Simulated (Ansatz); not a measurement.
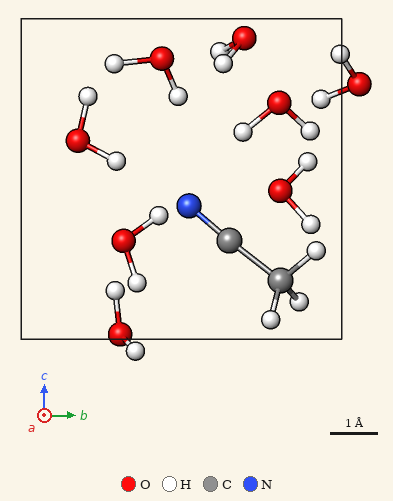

Starting frame of a dynamics run of a periodic cell with 8 H2O + 1 CH3CN at 0.94 g/cm³. It starts from the last geometry of an earlier run, with fresh velocities. The picture is a ball-and-stick view of the simulation cell, seen along the a axis.

All numbers below come from DFT PBE-D3(BJ), scalar-relativistic, plane waves, PAW in Ansatz 0.2.0.

Input
```yaml
crystal:
  lattice:
    - [6.889419, 0.0, 0.0]
    - [0.0, 6.889419, 0.0]
    - [0.0, 0.0, 6.889419]
  atoms:
    - { symbol: O, position: [0.9417768, 0.17291479, 0.61565521] }
    - { symbol: H, position: [0.98617359, 0.29319395, 0.55186129] }
    - { symbol: H, position: [0.94085124, 0.2043275, 0.75378484] }
    - { symbol: O, position: [0.35720195, 1.05157314, 0.79190136] }
    - { symbol: H, position: [0.28215892, 0.93171999, 0.74503349] }
    - { symbol: H, position: [0.44540767, 0.99173067, 0.88564076] }
    - { symbol: O, position: [0.29697764, 0.43512763, 0.87194485] }
    - { symbol: H, position: [0.24236821, 0.48584589, 0.75399099] }
    - { symbol: H, position: [0.32761202, 0.28641557, 0.85589839] }
    - { symbol: O, position: [0.60015048, 0.69225361, 0.935684] }
    - { symbol: H, position: [0.70588582, 0.62672469, 0.85646653] }
    - { symbol: H, position: [0.49108164, 0.61568395, 0.8933907] }
    - { symbol: O, position: [0.62896775, 0.80485654, 0.45912851] }
    - { symbol: H, position: [0.56292945, 0.89039652, 0.54975915] }
    - { symbol: H, position: [0.65473453, 0.90000141, 0.35421112] }
    - { symbol: O, position: [0.9068762, 0.30461566, 0.01122413] }
    - { symbol: H, position: [0.92244941, 0.28928642, 0.1475825] }
    - { symbol: H, position: [1.03234595, 0.35249697, -0.04119777] }
    - { symbol: O, position: [0.05154117, 0.80140981, 0.7337869] }
    - { symbol: H, position: [0.04865171, 0.68829319, 0.64255286] }
    - { symbol: H, position: [0.00068264, 0.89768081, 0.64590531] }
    - { symbol: O, position: [0.6052285, 0.31554658, 0.30291773] }
    - { symbol: H, position: [0.55347398, 0.4255289, 0.38190819] }
    - { symbol: H, position: [0.61543, 0.35738417, 0.17181305] }
    - { symbol: C, position: [0.17956183, 0.80527994, 0.17932649] }
    - { symbol: C, position: [0.12936309, 0.64583658, 0.30364916] }
    - { symbol: "N", position: [0.08238335, 0.51977982, 0.41206535] }
    - { symbol: H, position: [0.27431738, 0.77465073, 0.05659103] }
    - { symbol: H, position: [0.04622423, 0.86379858, 0.11250634] }
    - { symbol: H, position: [0.25250597, 0.91686335, 0.27182544] }
basis:
  ecutwfc: 150.0
kpoints:
  mp_grid: { grid: [1, 1, 1] }
hamiltonian:
  xc: pbe
  dispersion: d3bj
scf:
  occupations: { method: fermi_dirac, width: 0.05 }
  lower_state_search: "off"
  max_iter: 59
md:
  timestep: 0.75
  n_steps: 200
  ensemble: nvt_langevin
  temperature: 700.0
  initial_velocities: maxwell_boltzmann
  seed: 878045
  friction: 0.05
```

Run as
```bash
ansatz run input.yaml --threads 1 --pin off --max-ram 3072MiB --backend cpu --events-out ev --progress --plain --runs-dir out
```

> What does the trajectory do?

Over the second half the temperature averages 694 K (spread ±95 K). The potential energy in the second half lies on average 0.5 meV per atom above the first frame. Root-mean-square distances from the starting positions over the second half, with the common drift of all atoms taken out: H 0.93 Å, N 0.63 Å, C 0.37 Å, O 0.36 Å. The heavy atoms stay within a fraction of a molecule's size of their starting places; so short a run doesn't tell a liquid from a solid. The plane-wave cutoff is below what these potentials need, so energies and forces are off.

Along the run (each row but the first and the last is the mean over the interval that it begins):

```csv
time (fs),potential energy (meV/atom),T (K)
0.0,0.0,677
18.8,-6.8,612
37.5,-7.2,590
56.2,5.6,664
75.0,6.9,718
93.8,-2.1,683
112.5,-6.1,627
131.2,2.8,737
150.0,9.5,987
```

The paths of the atoms:

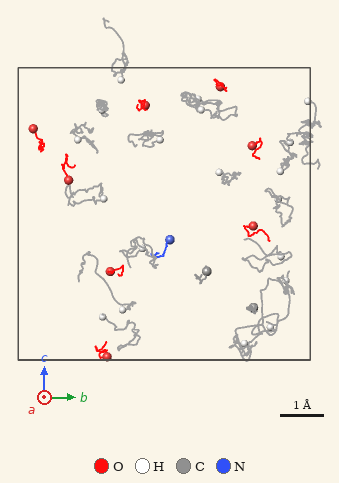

Limits of the set-up: the cutoff lies below the recommended one; the periodic images lie only 6.9 Å apart, so the values are limited by the cell's size.
